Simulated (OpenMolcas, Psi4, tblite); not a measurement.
GeNH4O (SMILES [NH][GeH2][OH]): methods side by side

GeNH4O has 7 atoms, charge 0, and is taken as a doublet. As SMILES, `[NH][GeH2][OH]`. Geometry: relaxed at PBE0-D4/def2-TZVP. This is one conformer, not always the lowest.

Each level gives the vertical electron affinity (to the singlet anion) (eV). The values are calculated.

The electron affinity is E(neutral) − E(anion): positive where the electron is bound.

```tsv
level	kind	program	value (eV)
GFN2-xTB	semi-empirical	tblite	6.57
UHF/def2-SVPD	Hartree–Fock	OpenMolcas	-0.13
USVWN5/def2-SVPD	LDA	OpenMolcas	1.94
U-revPBE/def2-SVPD	GGA	OpenMolcas	1.51
U-r2SCAN/def2-SVPD	meta-GGA	OpenMolcas	1.41
UTPSS/def2-SVPD	meta-GGA	OpenMolcas	1.45
UPBE0/def2-SVPD	global hybrid	OpenMolcas	1.42
U-wB97M-V/def2-SVPD	range-separated hybrid	Psi4	1.54
UB2PLYP/def2-SVPD (density fitting for correlation)	double hybrid	Psi4	1.54
```

All-electron rows without a relativistic Hamiltonian named are non-relativistic. Where it was recorded, the anion's HOMO is positive in USVWN5/def2-SVPD, U-revPBE/def2-SVPD, U-r2SCAN/def2-SVPD, UTPSS/def2-SVPD, UPBE0/def2-SVPD: a fault of the level (basis or self-interaction), which says nothing on whether the real anion is bound. The values span -0.13 to 6.57 eV. The xTB values lack the empirical shift that such differences need.

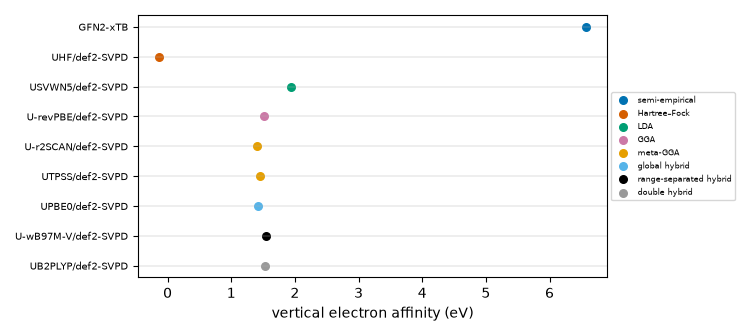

The values of the table, level by level.
